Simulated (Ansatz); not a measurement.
**Br$_{2}$Mg (charge −1, quartet): density, localisation and related maps**

Input

```
crystal:
  periodic: [false, false, false]
  atoms:
    - {symbol: Mg, position_ang: [-0.467861, -1.448827, -0.049267]}
    - {symbol: Br, position_ang: [-1.144127, 1.171499, -0.036583]}
    - {symbol: Br, position_ang: [1.611987, 0.277318, 0.085850]}
basis:
  gaussian: {orbitals: def2-TZVPD, initial_orbitals: start.molden}
total_charge: -1
magnetization: {spin_polarized: true, initial_magnetization: 3}
hamiltonian: {xc: pbe0, dispersion: d4}
scf: {omitted_lower_state_checks: [starts]}
output: {orbitals: {seedname: orbitals}}
```

Launched as:

```sh
ansatz run in.yaml --threads 4 --pin off --events-out ev --progress --plain --max-ram 3916MiB
```

Geometry: r2SCAN-D4/def2-TZVPD; the highest occupied orbital lies above zero, a sign that basis and functional describe the outermost electron poorly.

Theory: UKS PBE0-D4/def2-TZVPD (Ansatz 0.2.0).

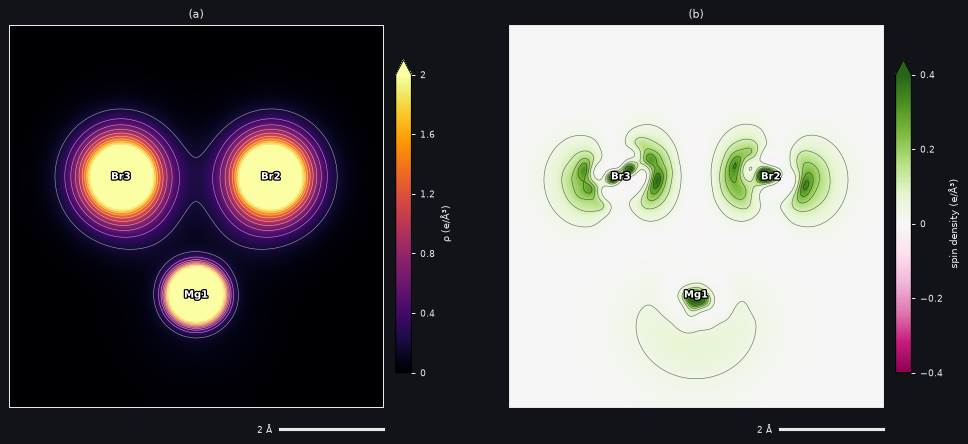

Figure 1. (a) electron density; (b) spin density on the molecular plane.

> Describe what can be read from this map.

The section cuts through Mg and Br sites.
Mg–Br (2.71 Å): ρ is about 0.25 e/Å³ halfway.
The unpaired spin (3 electrons) lies mostly on Mg1 (about 1.8), Br2 (about 0.6) and Br3 (about 0.6), in electrons by Hirshfeld's partition.

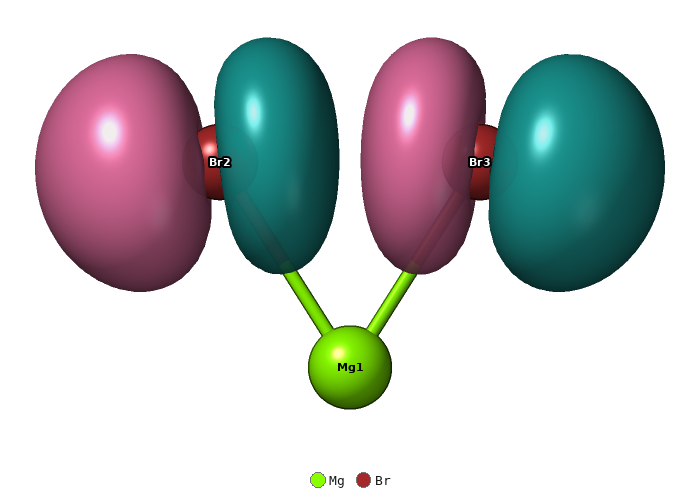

Figure 2. The LUMO (β) at ±0.08 Å⁻³ᐟ² (teal and pink are the two phases), seen across its widest extent.

> Describe this orbital and give its energy.

Its weight (Hirshfeld) is mainly on Br2 (about 50 %) and Br3 (about 50 %); it is symmetric in the molecular plane (an in-plane orbital: σ, lone-pair or in-plane π type). Its energy is −0.94 eV.

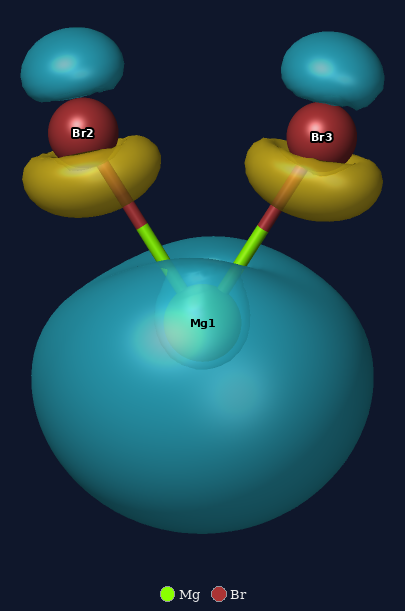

Figure 3. The HOMO−1 (α) at ±0.08 Å⁻³ᐟ² (yellow and cyan are the two phases), seen across its widest extent.

> Where does this orbital lie, and at what energy?

It lies mainly on Mg1 (about 90 %), Br2 (about 5 %) and Br3 (about 5 %). Its energy is −1.42 eV.
